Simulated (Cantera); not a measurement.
Feed: 1 mol C₂F₆, 0.86 mol H₂, 0.42 mol CH₄, at 0.0195 Torr.

Cantera equilibrium calculation (NASA polynomials, part measured and part estimated; ideal gas, pure solids and liquids). Candidate condensed phases: C, C₆H₆, C₇H₈, C₈H₁₈; 95 gas species. The feed counts by its element totals alone. Gases not in the tables: C₂F₆ and larger saturated fluorocarbons. The numbers say what is thermodynamically allowed, not how fast it happens.

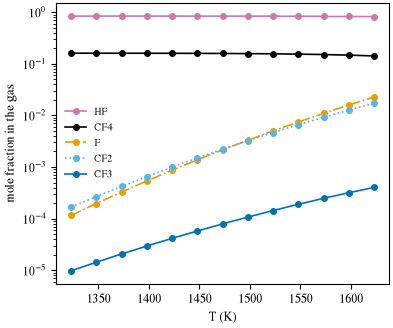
Figure: Equilibrium gas composition (values under 1e-9 drawn at 1e-9)

Read off the mole fractions at 1473 K.

HF about 0.84, CF₄ about 0.16, CF₂ about 0.0022, F about 0.0021, CF₃ about 7.9e-5.
